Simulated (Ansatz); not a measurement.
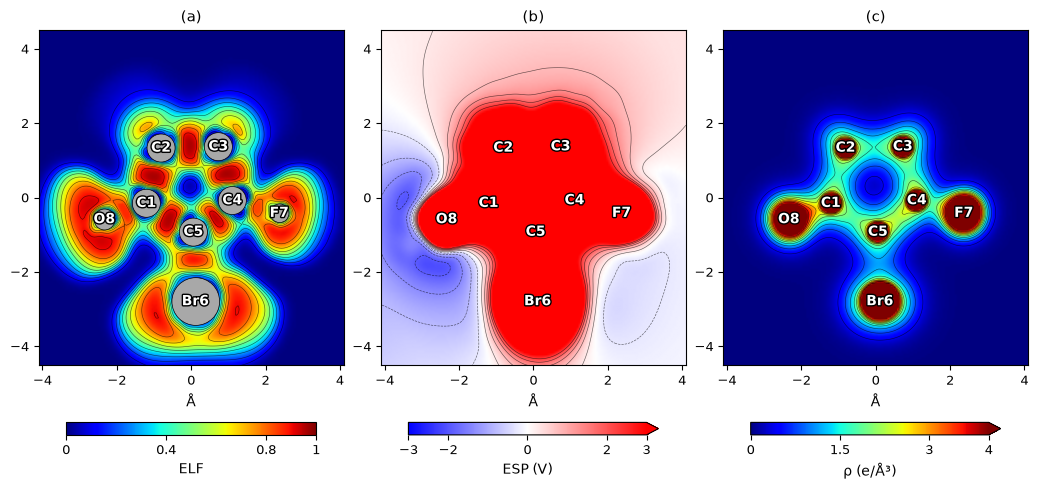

The picture shows: C5H4BrFO (SMILES O=C1CCC(F)=C1Br). (a) electron localisation function; (b) molecular electrostatic potential; (c) electron density on the plane of atoms C1, C5 and Br6. Grey discs cover the atomic cores in the ELF map.

Geometry: B3LYP-D3(BJ)/def2-SVP.

Level of theory: isolated molecule in a Gaussian basis; Kohn-Sham density functional theory, functional PBE0 (Ansatz).

```xyz
12

C    -1.5799    0.8153    0.7311
C    -1.7529   -0.3110    1.7639
C    -1.3390   -1.6152    1.0536
C    -0.9590   -1.1512   -0.3171
C    -1.0839    0.1758   -0.5138
Br   -0.7102    1.1238   -2.0790
F    -0.5439   -2.0288   -1.2096
O    -1.8066    1.9852    0.9114
H    -1.1300   -0.0846    2.6424
H    -2.7987   -0.3210    2.1062
H    -2.1538   -2.3565    0.9928
H    -0.4860   -2.1229    1.5347
```

Read the bonding off the picture.

- Atoms in the plane: C, Br, F and O.
- C–O (1.21 Å): ρ is about 3.4 e/Å³ halfway; the ELF peaks at about 0.85 between the atoms: a multiple bond.
- C–F (1.32 Å): ρ is about 2.4 e/Å³ halfway; the ELF peaks at about 0.85 between the atoms (a polar covalent bond).
- C–C (1.35 Å): the density is about 2.3 e/Å³ at the midpoint; the ELF peaks at about 0.95 between the atoms; a covalent bond.
- C–Br (1.87 Å): ρ at the midpoint is about 1.2 e/Å³; the ELF peaks at about 0.90 between the atoms; a covalent bond.
- C–C (1.48 Å): ρ at the midpoint is about 1.8 e/Å³; the ELF peaks at about 0.95 between the atoms; a covalent bond.
- The ELF also peaks beside Br6, O8 and F7, away from the bonds: lone-pair regions.
- Outside the dense part of the molecule the potential is most negative (−2.1 V) near O8.
